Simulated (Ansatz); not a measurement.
Profile along the Ni–Ni line in Ni (fcc, Cu type)

Ni (fcc, Cu type)

```xyz
1
Lattice="0.0000 1.7594 1.7594 1.7594 0.0000 1.7594 1.7594 1.7594 0.0000" Properties=species:S:1:pos:R:3 pbc="T T T"
Ni     0.0000     0.0000     0.0000
```

Fields along a shortest Ni–Ni line of a {100} plane (2.49 Å), from Ni to Ni, interpolated on the slice's grid (step about 0.1 Å). These are PBE (plane waves to 420 eV, PAW, scalar-relativistic; Ansatz, a program for electronic structure) values and carry that method's errors. k mesh 23×23×23. These are valence fields of a PAW run, semicore shells included where kept as valence: close to a nucleus they are smooth pseudo fields. Ni was relaxed with its symmetry unable to fall. Relaxed Ni ends ferromagnetic. The PAW data are Ansatz's earlier set. The magnetic order is the one the run started from; other orders were not tried.

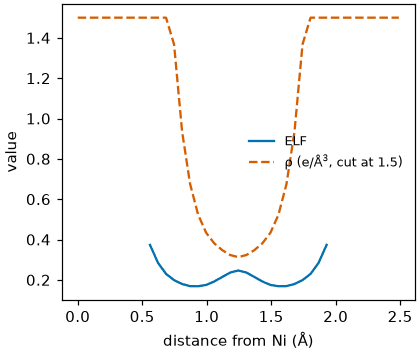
Figure. ELF (away from the nuclei) and valence density from Ni to Ni.

Density on the Ni–Ni line (2.49 Å) at its midpoint: 0.31 e/Å³. ELF at that point: 0.25.
